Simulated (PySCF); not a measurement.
## Electronic structure of H₄S₄Sn (Sn(SH)4) in real space

```xyz
9

Sn    0.0034    0.0102   -0.0048
S    -0.2043   -0.1039    2.3933
H     0.1314    1.1968    2.5521
S     2.2520    0.0303   -0.8690
H     2.4010   -1.2979   -0.6613
S    -0.9956    2.0962   -0.6859
H    -0.4769    2.0042   -1.9318
S    -0.9855   -2.0146   -0.8602
H    -1.9928   -1.9908    0.0419
```

Geometry: PBE0-D3(BJ)/def2-SVP; core potentials replace the inner electrons of Sn.

The calculation used wB97X-D/def2-SVPD, SCF density, gas phase, scalar-relativistic core potentials on the heavy atoms (PySCF 2.14.0).

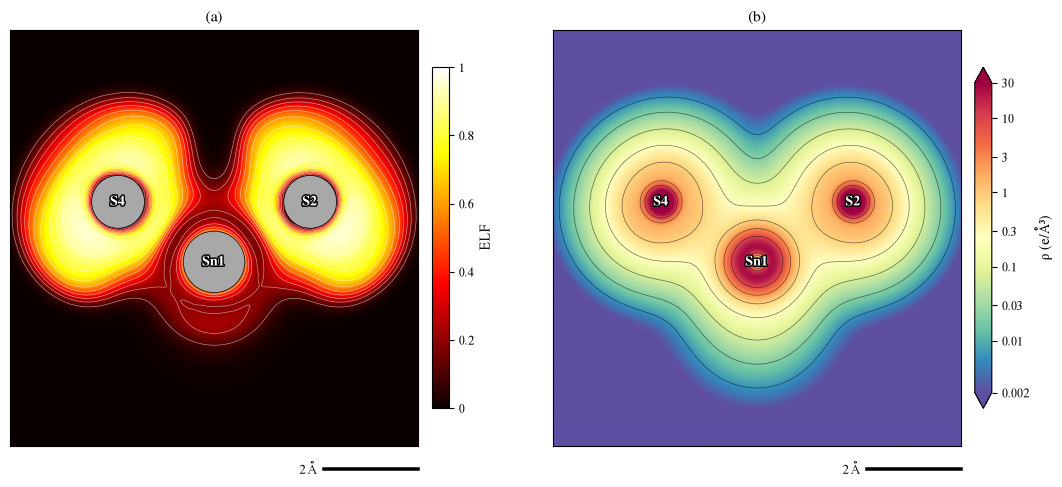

Figure 1. (a) electron localisation function; (b) electron density on the plane of atoms S2, Sn1 and S4. Grey discs cover the atomic cores in the ELF map.

Read the bonding off the picture.

The section cuts through Sn and S sites.
Sn–S (2.41 Å): ρ is about 0.55 e/Å³ halfway; the ELF peaks at about 0.85 in the valence shell of S, 0.9 Å from its nucleus, and drops to about 0.15 between the two atoms.
The ELF also peaks beside S4 and S2, away from the bonds: lone-pair regions.

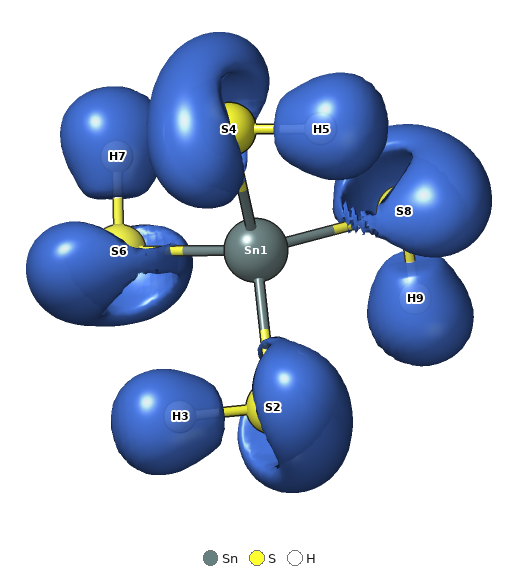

Figure 2. Isosurface of the ELF at 0.85 (blue), seen across its widest extent. Only the valence region is drawn (cores and ρ < 0.01 e/Å³ removed).

Where are the electrons localised?

At this value the surface marks out four regions around hydrogen nuclei and four regions wrapped around S (the valence shell of each). Along the contacts the grid gives the following. S–H (1.35 Å): the ELF climbs to about 1 towards the hydrogen, as it does in any bond to H.

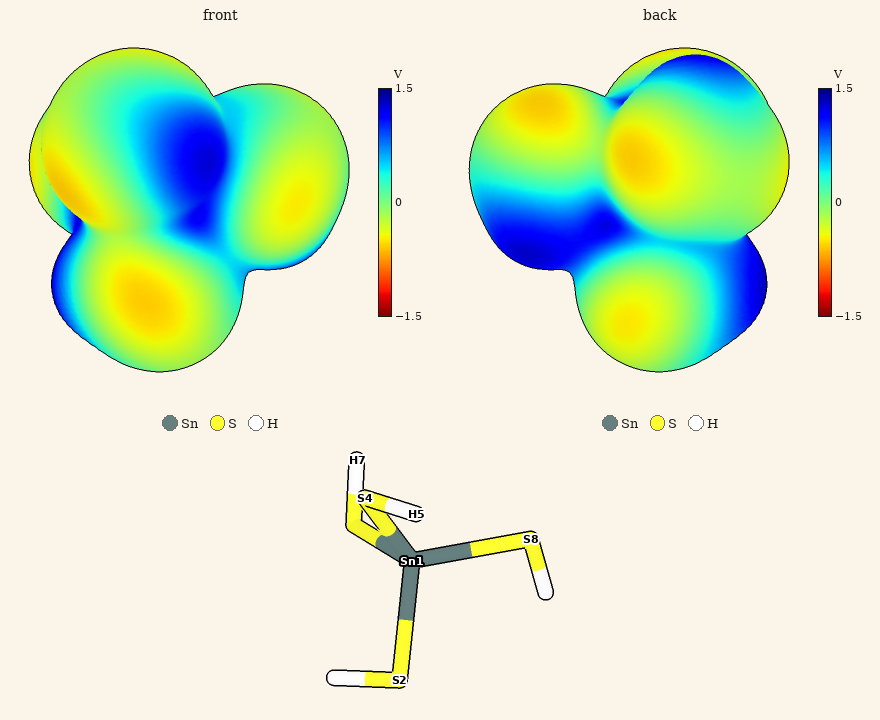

Figure 3. The molecular electrostatic potential painted on the density surface at 0.001 e/bohr³, seen from the front and from behind; the colour scale runs from red (negative) to blue (positive). The bare structure is drawn below in the same view.

Where is the surface potential most negative and most positive?

The most negative region (about −0.6 V, or −14 kcal/mol for a unit charge) lies over S2, S4, S6 and S8, the most positive (about +1.3 V, or +30 kcal/mol for a unit charge) over the H and Sn atoms.

How polar is the molecule by this calculation?

Its dipole moment is 0.07 D.
